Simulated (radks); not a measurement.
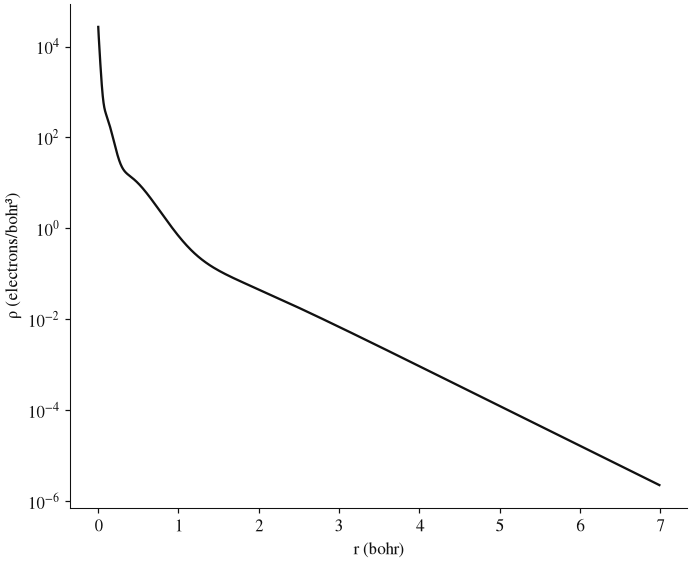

The As⁺ ion in the configuration [Ar] 3d10 4s2 4p2 (high spin). Computed with the in-house radial solver radks: scalar-relativistic Kohn-Sham, Slater X-alpha with alpha = 0.667, spin-polarised, spherical densities, point nucleus.

The plot shows the electron density ρ(r) on a logarithmic scale.

Question: What does the plot show?

Answer: The density falls from 27000 electrons/bohr³ at the inner end (r = 0.0015 bohr) to 0.001 at r = 3.97 bohr, a common measure of the size of an atom or ion. The steps in the slope mark the shells; the radial density has its minima at 0.067 and 0.31 bohr.
